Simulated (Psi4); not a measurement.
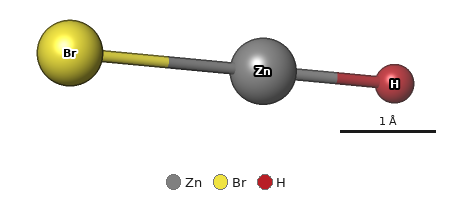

*The input geometry (ball-and-stick view, seen at a tilt). Sticks mark near contacts.*

Bond lengths as drawn: Br–Zn 2.24 Å and H–Zn 1.52 Å.

## Property calculation of ZnHBr

- system: ZnHBr, SMILES [ZnH][Br]
- method: B3LYP/cc-pVDZ, RKS (Psi4 1.11)

The geometry comes from this level: PBE0-D4/def2-TZVP.

### Output
```
Psi4 1.11 release

   => Loading Basis Set <=

    Name: CC-PVDZ
    Role: ORBITAL
    Keyword: BASIS

         ---------------------------------------------------------
                                   SCF
                              RKS Reference
                        1 Threads,   1525 MiB Core
         ---------------------------------------------------------

  ==> Geometry <==

    Molecular point group: c1
    Full point group: C1

    Geometry (in Angstrom), charge = 0, multiplicity = 1:

       Center              X                  Y                   Z               Mass
    ------------   -----------------  -----------------  -----------------  -----------------
         ZN          -0.000000472017    -0.000000696170    -1.219112177231    63.929142010000
         BR          -0.000000472017    -0.000000696170     1.022598903618    78.918337600000
         H            0.000066902886     0.000098673947    -2.743541698588     1.007825032230

  Running in c1 symmetry.

  Rotational constants: A = 1218956656.49579  B =      0.09106  C =      0.09106 [cm^-1]
  Rotational constants: A = 36543401224633.60156  B =   2729.93101  C =   2729.93101 [MHz]
  Nuclear repulsion =  263.194240811802160

  Charge       = 0
  Multiplicity = 1
  Electrons    = 66
  Nalpha       = 33
  Nbeta        = 33

  ==> Algorithm <==

  SCF Algorithm Type is DF.
  DIIS enabled.
  MOM disabled.
  Fractional occupation disabled.
  Guess Type is SAD.
  Energy threshold   = 1.00e-06
  Density threshold  = 1.00e-06
  Integral threshold = 1.00e-12

  ==> Primary Basis <==

  Basis Set: CC-PVDZ
    Blend: CC-PVDZ
    Number of shells: 29
    Number of basis functions: 75
    Number of Cartesian functions: 83
    Spherical Harmonics?: true
    Max angular momentum: 3

  ==> DFT Potential <==

   => LibXC <=

    Version 7.1.2

   => Composite Functional: B3LYP <=

    B3LYP Hyb-GGA Exchange-Correlation Functional

    Deriv               =              1
    GGA                 =           TRUE
    Meta                =          FALSE

    Exchange Hybrid     =           TRUE
    MP2 Hybrid          =          FALSE

   => Exchange Functionals <=

    0.0800   Slater exchange
    0.7200         Becke 88

   => Exact (HF) Exchange <=

    0.2000               HF

   => Correlation Functionals <=

    0.1900   Vosko, Wilk & Nusair (VWN5_RPA)
    0.8100   Lee, Yang & Parr

   => LibXC Density Thresholds  <==

    XC_HYB_GGA_XC_B3LYP:  1.00E-15

   => Molecular Quadrature <=

    Radial Scheme          =       TREUTLER
    Pruning Scheme         =           NONE
    Nuclear Scheme         =       TREUTLER

    Blocking Scheme        =         OCTREE
    BS radius alpha        =              1
    Pruning alpha          =              1
    Radial Points          =             99
    Spherical Points       =            590
    Total Points           =         166727
    Total Blocks           =           1341
    Max Points             =            256
    Max Functions          =             75
    Weights Tolerance      =       1.00E-15

   => Loading Basis Set <=

    Name: DEF2-UNIVERSAL-JFIT
    Role: JKFIT
    Keyword: DF_BASIS_SCF

  ==> Integral Setup <==

  DFHelper Memory: AOs need 0.008 GiB; user supplied 0.806 GiB.
  SCF_SUBTYPE=INCORE selected. In-core MEM_DF algorithm will be used.
  Using in-core AOs.

  ==> MemDFJK: Density-Fitted J/K Matrices <==

    J tasked:                   Yes
    K tasked:                   Yes
    wK tasked:                   No
    Memory [MiB]:               825
    Algorithm:                 Core
    Schwarz Cutoff:           1E-12
    Mask sparsity (%):       0.0000
    Fitting Condition:        1E-10

   => Auxiliary Basis Set <=

  Basis Set: DEF2-UNIVERSAL-JFIT
    Blend: DEF2-UNIVERSAL-JFIT
    Number of shells: 46
    Number of basis functions: 158
    Number of Cartesian functions: 203
    Spherical Harmonics?: true
    Max angular momentum: 4

  Cached 100.0% of DFT collocation blocks in 0.312 [GiB].

  Minimum eigenvalue in the overlap matrix is 3.0212966376E-03.
  Reciprocal condition number of the overlap matrix is 8.0100957273E-04.
    Using symmetric orthogonalization.

  ==> Pre-Iterations <==

  SCF Guess: Superposition of Atomic Densities via on-the-fly atomic UHF (no occupation information).

   -------------------------
    Irrep   Nso     Nmo
   -------------------------
     A         75      75
   -------------------------
    Total      75      75
   -------------------------

  ==> Iterations <==

                           Total Energy        Delta E     RMS |[F,P]|

   @DF-RKS iter SAD: -4343.19484828644272   -4.34319e+03   0.00000e+00
   @DF-RKS iter   1: -4344.66102563575714   -1.46618e+00   5.22389e-02 ADIIS/DIIS
   @DF-RKS iter   2: -4300.64774991850118    4.40133e+01   1.17353e-01 ADIIS
   @DF-RKS iter   3: -4345.27716737322771   -4.46294e+01   5.11093e-02 ADIIS/DIIS
   @DF-RKS iter   4: -4347.32181743901583   -2.04465e+00   5.00655e-03 ADIIS/DIIS
   @DF-RKS iter   5: -4347.34020799096561   -1.83906e-02   1.47755e-03 ADIIS/DIIS
   @DF-RKS iter   6: -4347.34697464423334   -6.76665e-03   3.59379e-04 ADIIS/DIIS
   @DF-RKS iter   7: -4347.34731606786954   -3.41424e-04   6.21295e-05 DIIS
   @DF-RKS iter   8: -4347.34732808934041   -1.20215e-05   1.31794e-05 DIIS
   @DF-RKS iter   9: -4347.34732861265184   -5.23311e-07   2.38392e-06 DIIS
   @DF-RKS iter  10: -4347.34732861960129   -6.94945e-09   7.36468e-07 DIIS
  Energy and wave function converged.

  ==> Post-Iterations <==

   Electrons on quadrature grid:
      Ntotal   =   66.0000002468 ; deviation = 2.468e-07

    Orbital Energies [Eh]
    ---------------------

    Doubly Occupied:

       1A   -482.398630     2A   -346.629843     3A    -61.954380
       4A    -55.864428     5A    -55.861524     6A    -55.861524
       7A    -41.861066     8A    -36.933313     9A    -36.933313
      10A    -36.931150    11A     -8.580565    12A     -6.418680
      13A     -6.412126    14A     -6.412126    15A     -4.854982
      16A     -3.235517    17A     -3.235517    18A     -3.233440
      19A     -2.529973    20A     -2.527331    21A     -2.527331
      22A     -2.521932    23A     -2.521931    24A     -0.756788
      25A     -0.546353    26A     -0.535468    27A     -0.535468
      28A     -0.535090    29A     -0.535090    30A     -0.374045
      31A     -0.325622    32A     -0.294073    33A     -0.294073

    Virtual:

      34A     -0.033408    35A     -0.033408    36A     -0.029588
      37A      0.052047    38A      0.090683    39A      0.148729
      40A      0.148729    41A      0.242256    42A      0.429501
      43A      0.429501    44A      0.441622    45A      0.492357
      46A      0.492357    47A      0.557119    48A      0.557119
      49A      0.564580    50A      0.605244    51A      0.605244
      52A      0.676229    53A      0.774583    54A      0.774583
      55A      0.905636    56A      1.101198    57A      1.139998
      58A      1.139998    59A      1.185655    60A      1.469550
      61A      1.469550    62A      1.594652    63A      2.106015
      64A      3.519814    65A      3.519815    66A      3.609695
      67A      3.609695    68A      3.942371    69A      5.373712
      70A      5.373712    71A      5.376830    72A      5.376832
      73A      5.399189    74A      5.399189    75A      5.549592

    Final Occupation by Irrep:
              A
    DOCC [    33 ]
    NA   [    33 ]
    NB   [    33 ]

  @DF-RKS Final Energy: -4347.34732861960129

   => Energetics <=

    Nuclear Repulsion Energy =            263.1942408118021604
    One-Electron Energy =               -6587.2156565431996569
    Two-Electron Energy =                2107.5636633096901278
    DFT Exchange-Correlation Energy =    -130.8895761978930068
    Empirical Dispersion Energy =           0.0000000000000000
    VV10 Nonlocal Energy =                  0.0000000000000000
    Total Energy =                      -4347.3473286196003755

Computation Completed

Properties will be evaluated at   0.000000,   0.000000,   0.000000 [a0]

Properties computed using the SCF density matrix

 Multipole Moments:

 ------------------------------------------------------------------------------------
     Multipole            Electronic (a.u.)      Nuclear  (a.u.)        Total (a.u.)
 ------------------------------------------------------------------------------------

 L = 1.  Multiply by 2.5417464519 to convert [e a0] to [Debye]
 Dipole X            :         -0.0000994            0.0000684           -0.0000309
 Dipole Y            :         -0.0001465            0.0001010           -0.0000456
 Dipole Z            :          6.1026994           -6.6630711           -0.5603717
 Magnitude           :                                                    0.5603717

 ------------------------------------------------------------------------------------

	total time  =         12 seconds =       0.20 minutes

Properties will be evaluated at   0.000000,   0.000000,   0.000000 [a0]

Properties computed using the B3LYP density matrix

 Multipole Moments:

 ------------------------------------------------------------------------------------
     Multipole            Electronic (a.u.)      Nuclear  (a.u.)        Total (a.u.)
 ------------------------------------------------------------------------------------

 L = 1.  Multiply by 2.5417464519 to convert [e a0] to [Debye]
 Dipole X            :         -0.0000994            0.0000684           -0.0000309
 Dipole Y            :         -0.0001465            0.0001010           -0.0000456
 Dipole Z            :          6.1026994           -6.6630711           -0.5603717
 Magnitude           :                                                    0.5603717

 L = 2.  Multiply by 1.3450342976 to convert [e a0^2] to [Debye ang]
 Quadrupole XX       :        -24.4317469            0.0000000          -24.4317469
 Quadrupole XY       :         -0.0000000            0.0000000           -0.0000000
 Quadrupole XZ       :          0.0008027           -0.0006542            0.0001485
 Quadrupole YY       :        -24.4317470            0.0000000          -24.4317469
 Quadrupole YZ       :          0.0011839           -0.0009648            0.0002191
 Quadrupole ZZ       :       -343.7063889          316.8029246          -26.9034643
 Traceless XX        :        106.4248806         -105.6009749            0.8239058
 Traceless YY        :        106.4248806         -105.6009748            0.8239058
 Traceless ZZ        :       -212.8497613          211.2019497           -1.6478116

 ------------------------------------------------------------------------------------
  Mulliken Charges: (a.u.)
   Center  Symbol    Alpha    Beta     Spin     Total
       1    ZN    14.81851 14.81851  0.00000  0.36298
       2    BR    17.62856 17.62856  0.00000 -0.25712
       3     H     0.55293  0.55293  0.00000 -0.10586

   Total alpha = 33.00000, Total beta = 33.00000, Total charge =  0.00000

  Lowdin Charges: (a.u.)
   Center  Symbol    Alpha    Beta     Spin     Total
       1    ZN    15.00513 15.00513  0.00000 -0.01026
       2    BR    17.46386 17.46386  0.00000  0.07228
       3     H     0.53101  0.53101  0.00000 -0.06203

  Total alpha = 33.00000, Total beta = 33.00000, Total charge = -0.00000

    Psi4 run time: 0:00:12.54
```

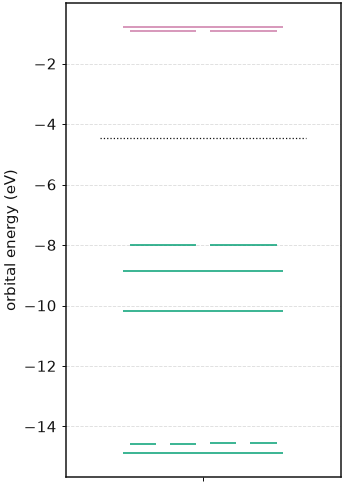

*Orbital energies near the frontier; the dotted line parts filled from empty levels, and levels within 0.02 eV of each other stand side by side.*

Highest filled −8.00 eV, lowest empty −0.91 eV, 7.09 eV apart.

This output came from the following input.

### Input file (input.inp)
```
memory 1.6 GB

molecule m {
  Zn    -0.193800    -0.111300    -0.118200
  Br     1.589400     0.729900     0.948500
  H     -1.406500    -0.683300    -0.843500
  units angstrom
  symmetry c1
}

set {
  basis cc-pVDZ
  puream true
  scf_type df
  dft_radial_points 99
  dft_spherical_points 590
  df_basis_scf def2-universal-jfit
}

result, w = energy("b3lyp", return_wfn=True)
oeprop(w, "DIPOLE", "QUADRUPOLE", "MULLIKEN_CHARGES", "LOWDIN_CHARGES", title="B3LYP")
```

Launch command:
```bash
psi4 -i input.inp -o input.out -n 1
```

### Summary

| quantity | value |
| --- | --- |
| outcome | converged |
| total energy | −4347.347329 hartree |
| basis functions | 75 |
| HOMO | −8.00 eV |
| LUMO | −0.91 eV |
| dipole moment | 1.42 D |
| hardware | 1 thread of AMD EPYC (Zen 3), 64 GiB of memory available, shared host |
| wall time | 14 s |
| peak memory | 1 GiB |

### Notes

These settings are looser than, or depart from, a standard set-up, so the numbers are not reference values for this system. The record of the run, not the program, notes: Coulomb fitting set used for exchange.
